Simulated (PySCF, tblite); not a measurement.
# C₄H₆F₂O₂Si: geometry, infrared bands and NMR shifts

Wanted: the infrared bands and NMR shifts of C₄H₆F₂O₂Si (`O=C(O)/C=C(/F)C[SiH2]F`), by calculation.

The runs use tblite 0.8.0 and PySCF 2.14.0, with density-fitted response routines of our own; the level of theory stands in each step. All values are computed, except where a source is named. Atoms count from 0, in the outputs and in this text.

## 1. The starting structure

15 atoms, charge 0, multiplicity 1; geometry from: force field or distance geometry start.

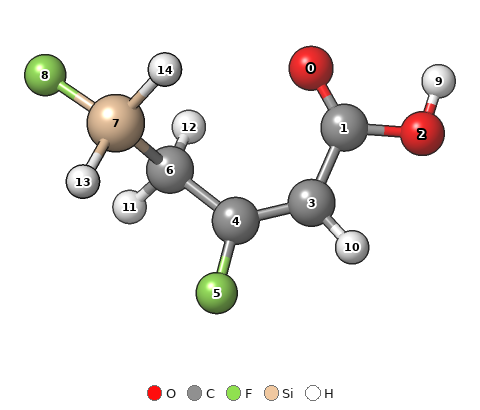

The starting geometry (oxygen red, carbon grey, fluorine green, silicon light orange, hydrogen white), atoms numbered.

## 2. Geometry optimisation with GFN2-xTB

Job settings and geometry (Å):

```
{"job": {"kind": "relax", "xc": "GFN2-xTB", "basis": "xTB"}, "charge": 0, "multiplicity": 1}
O      1.295300     0.279500    -1.587100
C      1.884500     0.266500    -0.542100
O      3.212600     0.520600    -0.452400
C      1.356000    -0.006800     0.796500
C      0.114900    -0.456400     1.068700
F     -0.191400    -0.633000     2.369300
C     -0.955100    -0.833000     0.072900
Si    -2.253000     0.470600    -0.188100
F     -3.353500    -0.120200    -1.205500
H      3.465000     0.698300    -1.378600
H      2.028000     0.175000     1.631100
H     -1.450600    -1.741100     0.464700
H     -0.533800    -1.137800    -0.873600
H     -2.935100     0.805800     1.082100
H     -1.688100     1.720100    -0.762000
```

Run with:

```console
> OMP_NUM_THREADS=1 python probes_run.py task.json out
```

One launch serves the whole session: the jobs run in the order shown.

Standard output:

```text
step      E/eV     max force
  0    -843.69520    1.913
  1    -843.79637    1.131
  2    -843.82648    0.644
  3    -843.84323    0.290
  4    -843.86342    0.418
  5    -843.87360    0.462
  6    -843.87850    0.177
  7    -843.88080    0.141
  8    -843.88252    0.134
  9    -843.88385    0.119
 10    -843.88458    0.068
 11    -843.88506    0.065
 12    -843.88543    0.061
 13    -843.88577    0.057
 14    -843.88614    0.053
 15    -843.88659    0.071
 16    -843.88706    0.073
 17    -843.88744    0.046
 18    -843.88776    0.044
 19    -843.88810    0.053
 20    -843.88850    0.071
 21    -843.88888    0.060
 22    -843.88917    0.036
 23    -843.88937    0.030
 24    -843.88954    0.031
 25    -843.88967    0.031
 26    -843.88978    0.024
 27    -843.88988    0.030
 28    -843.89000    0.035
 29    -843.89011    0.028
 30    -843.89019    0.020
 31    -843.89026    0.022
 32    -843.89034    0.033
 33    -843.89046    0.036
 34    -843.89061    0.034
 35    -843.89074    0.034
 36    -843.89087    0.030
 37    -843.89103    0.043
 38    -843.89125    0.056
 39    -843.89149    0.048
 40    -843.89169    0.037
 41    -843.89186    0.046
 42    -843.89200    0.040
 43    -843.89213    0.034
 44    -843.89221    0.024
 45    -843.89226    0.024
 46    -843.89231    0.023
 47    -843.89235    0.018
 48    -843.89238    0.014
 49    -843.89241    0.013
 50    -843.89245    0.020
 51    -843.89250    0.029
 52    -843.89259    0.035
 53    -843.89270    0.033
 54    -843.89279    0.025
 55    -843.89285    0.017
 56    -843.89289    0.015
 57    -843.89294    0.021
 58    -843.89300    0.027
 59    -843.89306    0.029
 60    -843.89313    0.025
 61    -843.89319    0.022
 62    -843.89324    0.019
 63    -843.89331    0.033
 64    -843.89342    0.046
 65    -843.89357    0.051
 66    -843.89373    0.035
 67    -843.89385    0.026
 68    -843.89392    0.026
 69    -843.89399    0.025
 70    -843.89411    0.034
 71    -843.89430    0.038
 72    -843.89450    0.035
 73    -843.89463    0.022
 74    -843.89469    0.020
 75    -843.89475    0.026
 76    -843.89486    0.030
 77    -843.89504    0.033
 78    -843.89522    0.033
 79    -843.89535    0.027
 80    -843.89544    0.027
 81    -843.89555    0.025
 82    -843.89572    0.028
 83    -843.89597    0.031
 84    -843.89614    0.047
 85    -843.89626    0.022
 86    -843.89640    0.023
 87    -843.89654    0.026
 88    -843.89662    0.021
 89    -843.89671    0.013
 90    -843.89675    0.015
 91    -843.89678    0.015
 92    -843.89681    0.013
 93    -843.89687    0.013
 94    -843.89692    0.014
 95    -843.89695    0.011
 96    -843.89697    0.010
```

Run time: 1.1 s. Hardware: 1 thread of Arm Neoverse N1, shared host.

Relaxation path: (not every step is listed)

```
step  energy from step 0 (eV)  largest force (eV/Å)
   0                   0.0000                1.9126
   1                  -0.1012                1.1309
   2                  -0.1313                0.6437
   3                  -0.1480                0.2901
   4                  -0.1682                0.4178
   5                  -0.1784                0.4624
   6                  -0.1833                0.1771
   7                  -0.1856                0.1408
   8                  -0.1873                0.1343
  16                  -0.1919                0.0728
  24                  -0.1943                0.0306
  32                  -0.1951                0.0328
  40                  -0.1965                0.0371
  48                  -0.1972                0.0140
  56                  -0.1977                0.0148
  64                  -0.1982                0.0460
  72                  -0.1993                0.0347
  80                  -0.2002                0.0270
  88                  -0.2014                0.0206
  91                  -0.2016                0.0145
  92                  -0.2016                0.0130
  93                  -0.2017                0.0132
  94                  -0.2017                0.0136
  95                  -0.2017                0.0109
  96                  -0.2018                0.0100
```

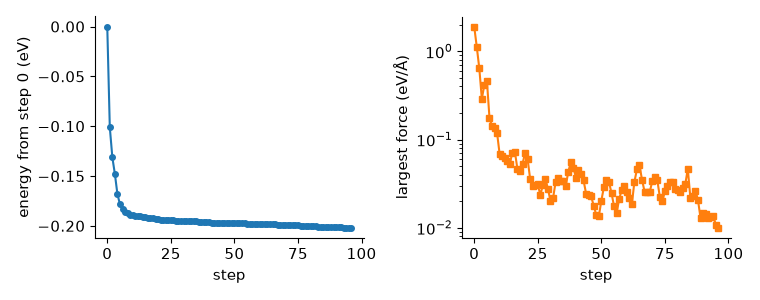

Energy and force, step by step.

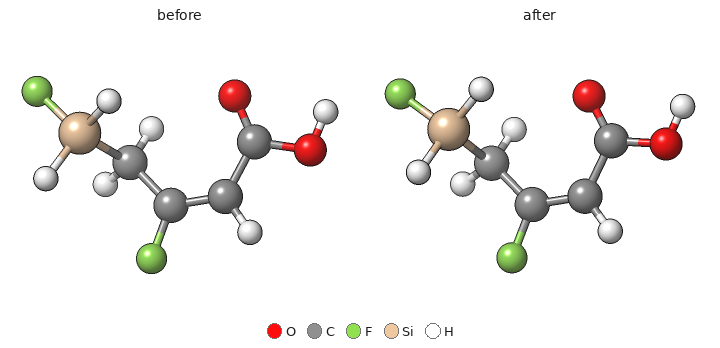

The geometry before (left) and after (right).

Close pairs (by a distance rule), those that changed most:

| bond | before (Å) | after (Å) | change (Å) |
| --- | --- | --- | --- |
| C6–Si7 | 1.858 | 1.919 | +0.061 |
| C4–C6 | 1.509 | 1.465 | -0.045 |
| Si7–H14 | 1.487 | 1.447 | -0.039 |
| Si7–H13 | 1.480 | 1.456 | -0.024 |
| C6–H11 | 1.106 | 1.091 | -0.015 |
| C1–O2 | 1.355 | 1.343 | -0.012 |
| O0–C1 | 1.200 | 1.211 | +0.011 |
| C1–C3 | 1.465 | 1.455 | -0.010 |

The next job starts from the end point, and lists it.

## 3. Infrared spectrum with GFN2-xTB

Job settings and geometry (Å):

```
{"job": {"kind": "ir", "xc": "GFN2-xTB", "basis": "xTB"}, "charge": 0, "multiplicity": 1}
O      1.130536     0.251235    -1.515057
C      1.780619     0.293192    -0.494544
O      3.059828     0.702559    -0.485957
C      1.317503    -0.056849     0.839433
C      0.114626    -0.598268     1.073134
F     -0.210678    -0.849665     2.357785
C     -0.944300    -0.936979     0.119268
Si    -2.086852     0.564863    -0.227038
F     -3.307263    -0.049331    -1.078247
H      3.339196     0.933995    -1.385158
H      2.001756     0.130454     1.651097
H     -1.545694    -1.753524     0.520970
H     -0.500886    -1.240103    -0.827759
H     -2.692784     1.046002     1.006121
H     -1.460020     1.570410    -1.057996
```

Standard output:

```text
mode    cm-1     km/mol
  1      34.6      1.13
  2      43.9      3.97
  3      60.0      1.86
  4     133.9     10.04
  5     169.7      4.52
  6     176.0      3.49
  7     210.3      5.32
  8     342.8      3.93
  9     385.9      2.26
 10     476.6     25.33
 11     481.3     53.62
 12     542.5      3.68
 13     555.8     32.90
 14     597.7    117.15
 15     645.1     80.69
 16     699.0     20.29
 17     716.7    168.97
 18     731.2     61.85
 19     751.0    276.10
 20     797.8     25.02
 21     824.5    271.22
 22     838.6     52.10
 23     905.1    137.33
 24     996.4     44.59
 25    1069.3    137.46
 26    1109.2    344.49
 27    1169.3    182.09
 28    1180.8     39.96
 29    1241.7    134.11
 30    1327.3    135.76
 31    1415.1     33.50
 32    1653.7    417.24
 33    1742.8    364.08
 34    2330.7    253.16
 35    2409.1    159.63
 36    2989.7     11.22
 37    3010.7      4.21
 38    3119.7      1.41
 39    3460.6     43.26
```

It took 0.88 s on 1 thread of Arm Neoverse N1, shared host.

The strongest bands and the atoms that carry them (share of the mass-weighted mode):

```csv
cm⁻¹,km/mol,atoms
717,169.0,"H13 44 %, H14 34 %"
751,276.1,"H14 45 %, H13 45 %"
824,271.2,"F8 54 %, Si7 41 %"
1109,344.5,"O2 28 %, C1 17 %, H12 16 %, H9 14 %"
1169,182.1,"H11 24 %, H9 24 %, H10 15 %"
1654,417.2,"C4 48 %, C3 42 %"
1743,364.1,"C1 60 %, O0 32 %"
2331,253.2,H13 96 %
```

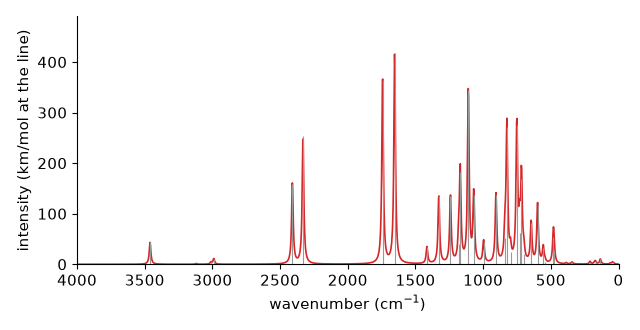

The infrared spectrum from these modes, unscaled. Lines are broadened to a width of 14 cm⁻¹ (Lorentzian).

## 4. Shielding tensors: PBE0/pcSseg-1

The job, as its differences from that of step 3:

```diff
@@ -1,2 +1,2 @@
-{"job": {"kind": "ir", "xc": "GFN2-xTB", "basis": "xTB"}, "charge": 0, "multiplicity": 1}
+{"job": {"kind": "nmr", "xc": "PBE0", "basis": "pcSseg-1"}, "charge": 0, "multiplicity": 1}
 O      1.130536     0.251235    -1.515057
```

With the program's defaults for keys left out, this is: GIAO PBE0/pcSseg-1 NMR shielding, non-relativistic, gas phase.

Standard output:

```text
coarse grid: 14032 points
cycle   1  E = -794.7032604631  dE =  1.403e+00  |g| = 1.134e+00  |ddm| = 3.579e+00
cycle   2  E = -794.2764129750  dE =  4.268e-01  |g| = 1.907e+00  |ddm| = 2.256e+00
cycle   3  E = -794.9141428291  dE = -6.377e-01  |g| = 3.187e-01  |ddm| = 1.625e+00
cycle   4  E = -794.9321808538  dE = -1.804e-02  |g| = 9.410e-02  |ddm| = 2.671e-01
cycle   5  E = -794.9334979834  dE = -1.317e-03  |g| = 3.070e-02  |ddm| = 7.494e-02
cycle   6  E = -794.9337099163  dE = -2.119e-04  |g| = 6.822e-03  |ddm| = 3.023e-02
cycle   7  E = -794.9337185356  dE = -8.619e-06  |g| = 3.073e-03  |ddm| = 6.856e-03
final grid: 134616 points
cycle   8  E = -795.0173164841  dE = -2.779e-05  |g| = 1.172e-02  |ddm| = 2.703e-02
cycle   9  E = -795.0172654013  dE =  5.108e-05  |g| = 1.992e-02  |ddm| = 2.212e-02
cycle  10  E = -795.0173432904  dE = -7.789e-05  |g| = 1.916e-03  |ddm| = 1.455e-02
cycle  11  E = -795.0173439387  dE = -6.483e-07  |g| = 4.358e-04  |ddm| = 1.497e-03
cycle  12  E = -795.0173439690  dE = -3.030e-08  |g| = 1.476e-04  |ddm| = 3.666e-04
cycle  13  E = -795.0173439734  dE = -4.375e-09  |g| = 4.201e-05  |ddm| = 1.254e-04
cycle  14  E = -795.0173439737  dE = -3.317e-10  |g| = 1.430e-05  |ddm| = 4.239e-05
converged SCF energy = -795.0173439737

GIAO shielding tensors (ppm)
atom      isotropic    diamagn.    paramagn.     s11        s22        s33       span
  0 O      -77.333     408.128    -485.462   -306.771   -206.533    281.304    588.075
  1 C       13.836     251.546    -237.710    -84.166     45.796     79.877    164.042
  2 O      121.042     389.863    -268.821    -19.938    134.271    248.792    268.730
  3 C       85.792     258.109    -172.317      2.290    110.996    144.088    141.798
  4 C       -1.261     254.527    -255.787   -110.514     35.981     70.752    181.266
  5 F      222.520     476.086    -253.567    111.080    244.111    312.368    201.287
  6 C      160.726     255.972     -95.247    132.599    161.945    187.633     55.034
  7 Si     351.352     876.719    -525.367    320.276    329.334    404.446     84.170
  8 F      388.326     465.270     -76.944    362.023    372.946    430.007     67.984
  9 H       25.683      30.178      -4.495     20.640     22.719     33.691     13.051
 10 H       26.066      31.168      -5.102     22.823     25.184     30.191      7.368
 11 H       29.392      29.578      -0.185     25.372     28.167     34.639      9.267
 12 H       27.603      32.313      -4.710     23.941     27.556     31.311      7.370
 13 H       26.603      28.616      -2.013     23.010     25.766     31.033      8.023
 14 H       26.463      29.606      -3.142     22.721     26.415     30.254      7.533
```

Run time: 54 s. Hardware: 1 thread of Arm Neoverse N1, shared host; peak memory 0.83 GiB.

Shifts follow as δ = σ(reference) − σ, with reference shieldings (ppm) from runs at the same level and on the same kind of geometry: 1H TMS 31.72, 13C TMS 186.9, 29Si TMS 349.2, 19F CFCl3 170.9, 17O H2O 336.1. The references are single molecules in the gas phase, so shifts against H2O, NH3, PH3, H3PO4 or CFCl3 are not on the usual liquid scales and can be off by tens of ppm. Atoms listed in one row are averaged.

```
   atoms                                  environment  σ (ppm)  δ (ppm)  δ scaled to CDCl3
      C4                   β carbon of a C=C–C=O unit     -1.3    188.2              181.8
      C1                       carboxylic acid carbon     13.8    173.1              167.0
      C3                   α carbon of a C=C–C=O unit     85.8    101.1               96.8
      C6                 allylic sp3 CH2 bonded to Si    160.7     26.2               23.7
      H9          hydrogen on an acid hydroxyl oxygen    25.68     6.03                  –
     H10    hydrogen on an α carbon of a C=C–C=O unit    26.07     5.65               5.43
H13, H14         hydrogen on a silicon bonded to C, F    26.53     5.18                  –
H11, H12  hydrogen on an allylic sp3 CH2 bonded to Si    28.50     3.22               3.14
      O0                              carbonyl oxygen    -77.3    413.4                  –
      O2                         acid hydroxyl oxygen    121.0    215.0                  –
      F5                             vinylic fluorine    222.5    -51.6                  –
      F8                        fluorine bonded to Si    388.3   -217.4                  –
     Si7                  silicon bonded to C, F, 2 H    351.4     -2.2                  –
```

The scaled column applies a straight-line fit of computed shieldings to shifts measured in CDCl3, and one for carbons that bear F (root-mean-square error 0.16 ppm for H, 1.9 ppm for C).

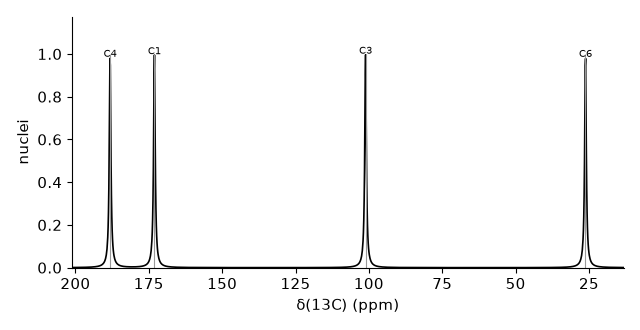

13C lines at the computed shifts, without couplings. Lines are broadened to a width of 0.65 ppm (Lorentzian).

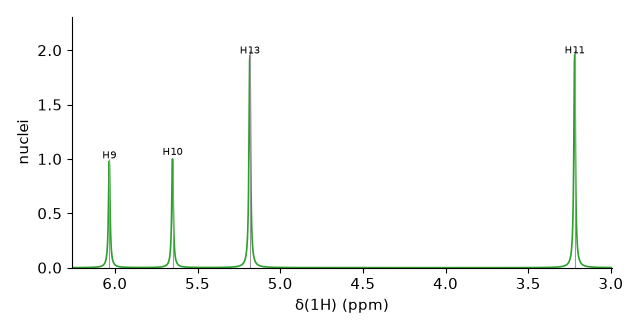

1H lines at the computed shifts, without couplings. Lines are broadened to a width of 0.01 ppm (Lorentzian).

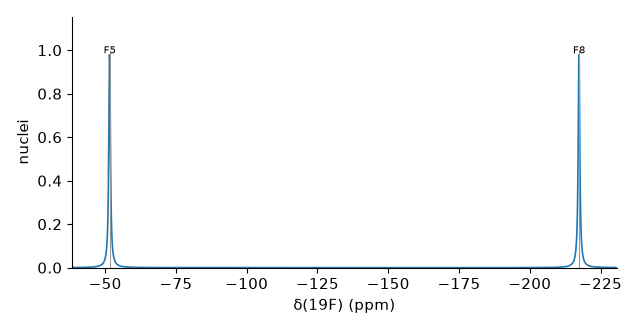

19F lines at the computed shifts, without couplings. Lines are broadened to a width of 0.66 ppm (Lorentzian).

The run also stored atomic charges by several schemes (e):

| atoms | Mulliken | IAO | Hirshfeld | ESP fit |
| --- | --- | --- | --- | --- |
| O0 | -0.44 | -0.50 | -0.26 | -0.57 |
| C1 | 0.48 | 0.52 | 0.20 | 0.78 |
| O2 | -0.37 | -0.48 | -0.17 | -0.58 |
| C3 | -0.25 | -0.31 | -0.11 | -0.58 |
| C4 | 0.26 | 0.36 | 0.13 | 0.40 |
| F5 | -0.26 | -0.26 | -0.07 | -0.17 |
| C6 | -0.50 | -0.59 | -0.17 | -0.51 |
| Si7 | 0.95 | 1.12 | 0.45 | 0.73 |
| F8 | -0.43 | -0.54 | -0.21 | -0.32 |

Mulliken charges:

O0 -0.44; C1 0.48; O2 -0.37; C3 -0.25; C4 0.26; F5 -0.26; C6 -0.50; Si7 0.95; F8 -0.43; H9 0.24; H10 0.14; H11 0.18; H12 0.20; H13 -0.11; H14 -0.08

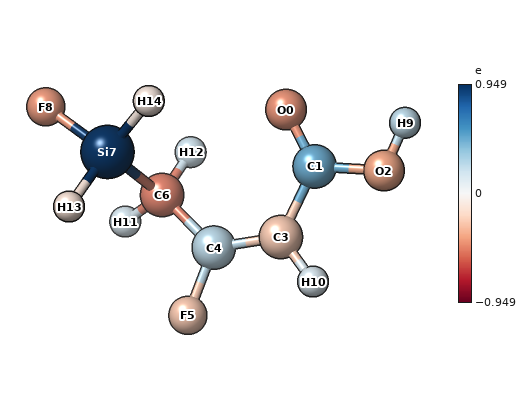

Mulliken charges, as colours on the atoms.

Mayer bond orders: O0–C1 1.90, C1–O2 1.13, C1–C3 1.02, C3–C4 1.72, C4–F5 0.93, C4–C6 1.07, C6–Si7 0.83, Si7–F8 0.91.

## 5. Summary of results

```
                                                              quantity                          value
                             strongest single infrared mode (GFN2-xTB)          1654 cm⁻¹, 417 km/mol
                                          zero-point energy (GFN2-xTB)                  59.1 kcal/mol
                                13C shifts against TMS (PBE0/pcSseg-1)  188.2, 173.1, 101.1, 26.2 ppm
1H shifts against TMS (PBE0/pcSseg-1, means over atoms taken as alike)     6.03, 5.65, 5.18, 3.22 ppm
                                17O shifts against H2O (PBE0/pcSseg-1)               413.4, 215.0 ppm
                              19F shifts against CFCl3 (PBE0/pcSseg-1)              -51.6, -217.4 ppm
                               29Si shifts against TMS (PBE0/pcSseg-1)                       -2.2 ppm
```

**Reading.** Relaxing lowered the energy by 0.202 eV in 96 steps; the close pair that moved most is C6–Si7, from 1.858 to 1.919 Å. No mode is imaginary among the 39: a minimum at this level. The strongest single mode, at 1654 cm⁻¹, moves mainly C4 and C3. GFN2-xTB is a fitted tight-binding method: band positions and strengths are rough. Its intensities can rank the bands wrongly. At PBE0/pcSseg-1: The largest span, 588 ppm, is at O0, where the paramagnetic term is -485 ppm.
